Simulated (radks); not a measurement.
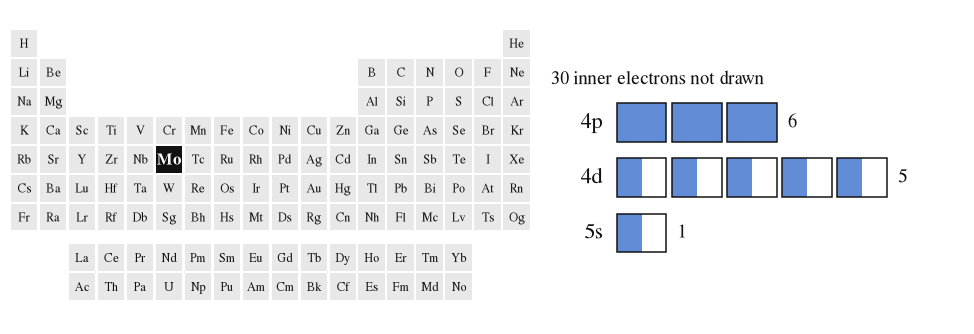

*Left, the place of molybdenum in the periodic table; right, the outer shells as the input fills them: a box for each of the 2l + 1 orbitals, shaded by the share of the shell that is filled, with the electron count at the right.*

# Mo: atomic calculation

The neutral molybdenum atom in the configuration [Kr] 4d5 5s1 (high spin). Computed at this level: non-relativistic Kohn-Sham, r2SCAN, spin-polarised, spherical densities, point nucleus (the in-house radial solver radks).

## Results in brief

- outcome: converged
- total energy: −3977.5925 hartree
- kinetic energy: 3975.7424 hartree
- electron–nucleus energy: −9472.2959 hartree
- Hartree energy: 1640.8734 hartree
- exchange–correlation energy: −121.912423 hartree
- radius at density 0.001 e/bohr³: 4.63 bohr
- SCF iterations: 10
- hardware: 1 CPU thread, shared host

## Remarks

Relativity is left out, which matters for an atom this heavy.

## Input file
```
Z 42
configuration [Kr] 4d5 5s1
relativity non-relativistic
functional r2scan,r2scan
spin polarised
nucleus point
```

Energies in input and log are in hartree, lengths in bohr.

## Log
```
1s      1   1.0000        -711.68304901
2s      1   1.0000         -99.23808308
2p      1   3.0000         -91.29892468
3s      1   1.0000         -16.98760949
3p      1   3.0000         -13.91464419
3d      1   5.0000          -8.31740614
4s      1   1.0000          -2.32945348
4p      1   3.0000          -1.46179553
4d      1   5.0000          -0.18684630
5s      1   1.0000          -0.16648057
1s      2   1.0000        -711.68374465
2s      2   1.0000         -99.21051326
2p      2   3.0000         -91.27968059
3s      2   1.0000         -16.98006956
3p      2   3.0000         -13.90366656
3d      2   5.0000          -8.29570820
4s      2   1.0000          -2.19889574
4p      2   3.0000          -1.31717043
4d      2   0.0000          -0.00774756
5s      2   0.0000          -0.02617149
Etot -3977.592529068844
Ekin 3975.7424227067713
Encl -9472.295901731391
Eh 1640.8733727733857
Exc -121.91242281760984
err 4.083962971207533e-06
it 10
```

## Orbitals

```
orbital  occupation  energy (eV)  ⟨r⟩ (bohr)  outer maximum (bohr)
1s down           1     −19365.9     0.03631                0.0240
  1s up           1     −19365.9     0.03631                0.0240
  2s up           1      −2700.4      0.1586                 0.134
2s down           1      −2699.7      0.1586                 0.134
  2p up           3      −2484.4      0.1361                 0.106
2p down           3      −2483.8      0.1360                 0.106
  3s up           1     −462.256      0.4395                 0.394
3s down           1     −462.051      0.4396                 0.394
  3p up           3     −378.637      0.4350                 0.382
3p down           3     −378.338      0.4351                 0.382
  3d up           5     −226.328      0.4145                 0.323
3d down           5     −225.738      0.4145                 0.324
  4s up           1      −63.388       1.146                  1.02
4s down           1      −59.835       1.134                  1.01
  4p up           3      −39.777       1.261                  1.09
4p down           3      −35.842       1.242                  1.08
  4d up           5       −5.084       1.924                  1.38
  5s up           1       −4.530       3.541                  2.97
```

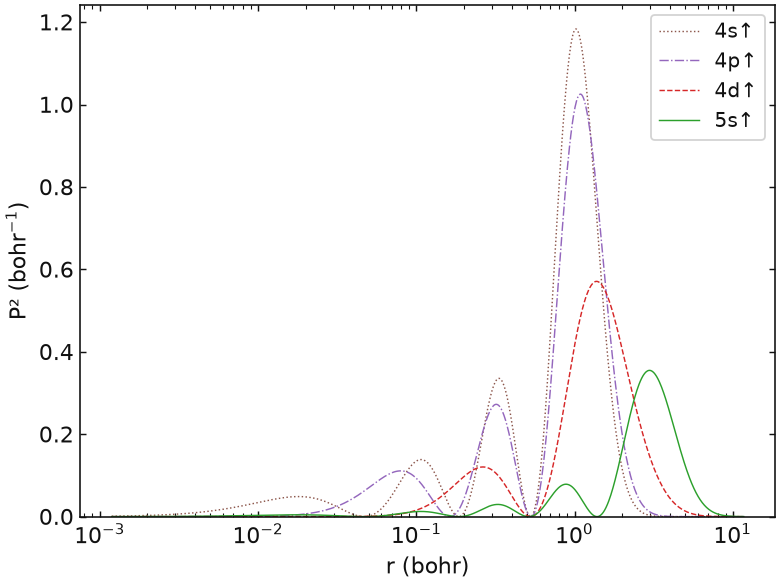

*The radial probability densities P² of 5s up, 4s up, 4d up and 4p up.*

4s up: outer maximum at 1.02 bohr, ⟨r⟩ = 1.15 bohr, 3 nodes, eigenvalue −63.4 eV; 4p up: outer maximum at 1.09 bohr, ⟨r⟩ = 1.26 bohr, 2 nodes, eigenvalue −39.8 eV; 4d up: outer maximum at 1.38 bohr, ⟨r⟩ = 1.92 bohr, 1 node, eigenvalue −5.08 eV; 5s up: outer maximum at 2.97 bohr, ⟨r⟩ = 3.54 bohr, 4 nodes, eigenvalue −4.53 eV.

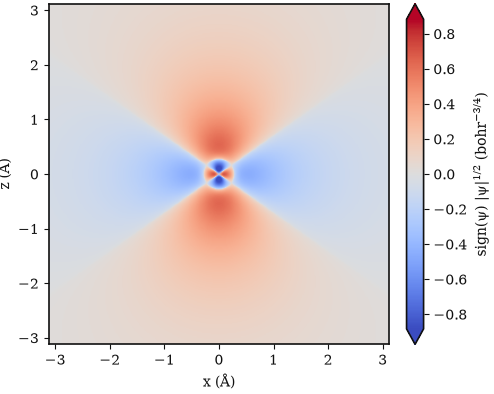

*One occupied orbital of up spin is shown. In the xz plane through the nucleus, the colour gives the signed square root of ψ. (1 bohr = 0.529 Å.) The radial function comes from the spherical calculation and is multiplied by a real spherical harmonic; the overall sign is chosen so that the largest lobe of P(r) is positive.*

It is 4d(z²) of up spin. It has two nodal cones about z and 1 radial node, at r = 0.528 bohr. The outermost maximum of P² lies at 1.38 bohr, ⟨r⟩ = 1.92 bohr, 90 % of the charge lies within 3.16 bohr, and the eigenvalue is −5.08 eV, with 5 electrons in the shell for this spin.

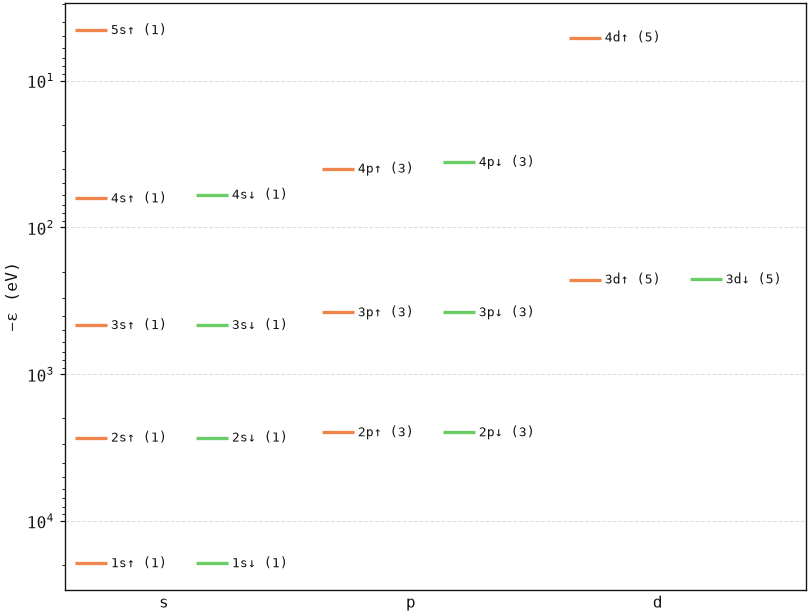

*All occupied levels, on a logarithmic scale of binding energy, are drawn by angular momentum (occupations in brackets, up spins at the left of each column and down spins at the right).*

The highest occupied level is 5s up at −4.53 eV. The highest 6 occupied levels, from the top down, are 5s up (−4.53 eV), 4d up (−5.08 eV), 4p down (−35.8 eV), 4p up (−39.8 eV), 4s down (−59.8 eV), 4s up (−63.4 eV). The largest exchange splitting (down less up) among the shells drawn in both spins is that of 4p, 3.94 eV.

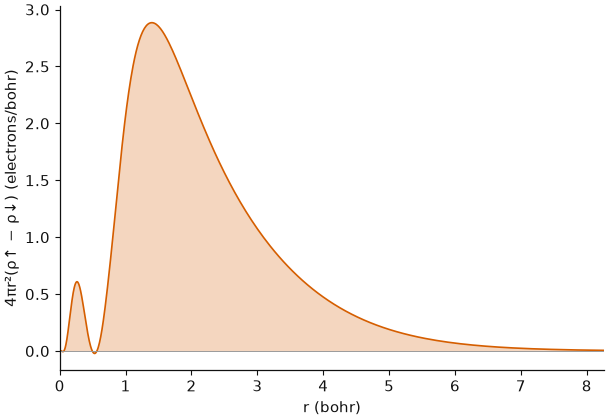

*The radial spin density.*

The curve integrates to 6 unpaired electrons, held by 4d (+5) and 5s (+1). Its largest value, 2.88 electrons/bohr, lies near r = 1.4 bohr. Regions of the opposite sign are negligible. At the nucleus the spin density is 3.85 bohr⁻³.
